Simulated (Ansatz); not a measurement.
# Depolarisation of Sc on Al(111): the Topping model put to the test

In Topping's model the dipole per adsorbate falls as μ = μ₀/(1 + 9αn^(3/2)), with n the density and α a polarisability, so 1/μ is a straight line in n^(3/2).

**Method.** Ansatz 0.2.0, plane waves with PAW datasets (its set soft_2), LDA; 4 layers at the tabulated experimental lattice constant with the lower two held, adsorbates relaxed from the top site, dipole correction. μ is the change of the cell's dipole per adsorbate, positive end outwards.

| run | n^(3/2) (nm⁻³) | 1/μ (1/D) |
| --- | --- | --- |
| 0.0625 ML | 0.83 | 0.590 |
| 0.111 ML | 1.96 | ? |
| 0.25 ML | 6.60 | 1.045 |

**Question.** What value belongs in the row marked “?”, and how far can the other rows tell?

Two rows fix a line: slope = (1.045 − 0.590) / (6.60 − 0.83) = 0.07886, intercept 0.52454. The intercept gives μ₀ = 1/0.5245 = 1.91 D, and slope over intercept 9α = 0.150 nm³, or α = 17 Å³, an effective value that holds the metal's image. At 1.96 it gives 0.07886 × 1.96 + 0.52454 = 0.679 1/D. Rounding of the rows alone allows about ±0.001 1/D there; two rows can't show whether the line holds.

The run itself gives 0.655 1/D: a miss of −0.024 1/D, or 3.7 % of the value. In dipoles that is 1.47 D predicted against 1.53 D found. The line meets this point to some per cent.

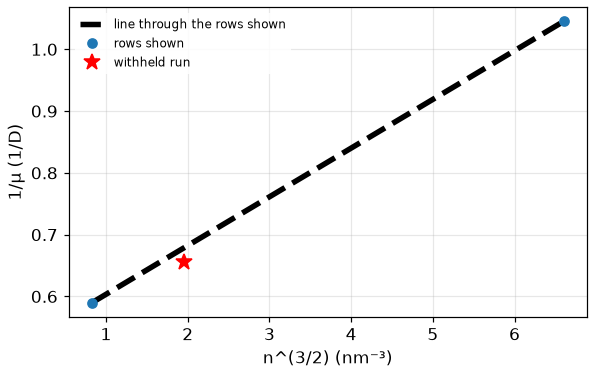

The fit and the withheld run.

Caveats: Heights and bonding change with coverage, which the model leaves out; its factor is about 9 for square and hexagonal arrays and differs for rectangular ones and rows; and slabs this thin add errors of their own. The test is put only to electropositive adsorbates whose dipole falls by a fifth or more between the two rows shown.
